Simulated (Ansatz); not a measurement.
Consider HfO$_{2}$ (triplet).

Input file:

```
crystal:
  periodic: [false, false, false]
  atoms:
    - {symbol: Hf, position_ang: [0.174697, -0.503103, 0.574531]}
    - {symbol: O, position_ang: [1.214719, 0.112423, -0.805017]}
    - {symbol: O, position_ang: [-1.389416, 0.390681, 0.230497]}
basis:
  gaussian: {orbitals: def2-TZVP, initial_orbitals: start.molden}
magnetization: {spin_polarized: true, initial_magnetization: 2}
hamiltonian: {xc: pbe0, dispersion: d4}
output: {orbitals: {seedname: orbitals}}
```

Launched as:

```sh
ansatz run in.yaml --threads 4 --pin off --events-out ev --progress --plain --max-ram 3916MiB
```

Geometry: B3LYP-D4/def2-TZVP; core potentials replace the inner electrons of Hf.

Computed with UKS PBE0-D4/def2-TZVP (Ansatz 0.2.0).

> What can the converged electron density, electron localisation function and spin density tell about the bonding?

Hf–O (1.83 Å): ρ is about 1.2 e/Å³ halfway; the ELF peaks at about 0.85 in the valence shell of O, 0.5 Å from its nucleus, and drops to about 0.35 between the two atoms.
The unpaired spin (2 electrons) lies mostly on Hf1 (about 0.9), O2 (about 0.6) and O3 (about 0.6), in electrons by Hirshfeld's partition.

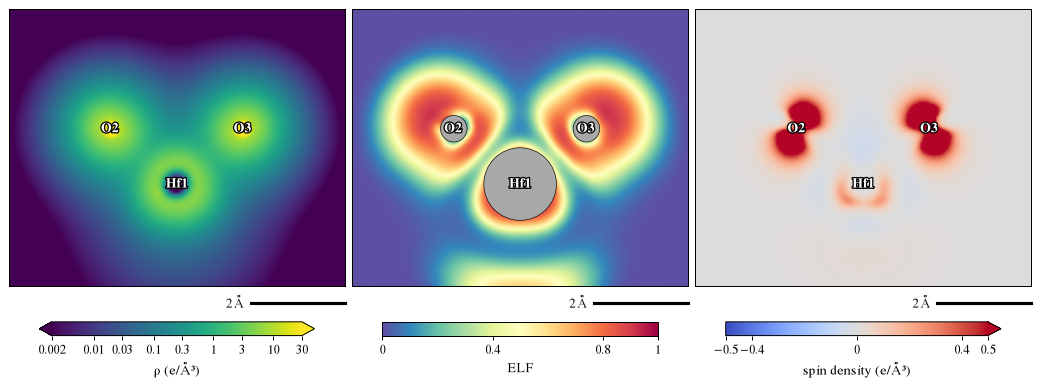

Computed electron density, electron localisation function and spin density on the molecular plane, in this order. Grey discs cover the atomic cores in the ELF map. 
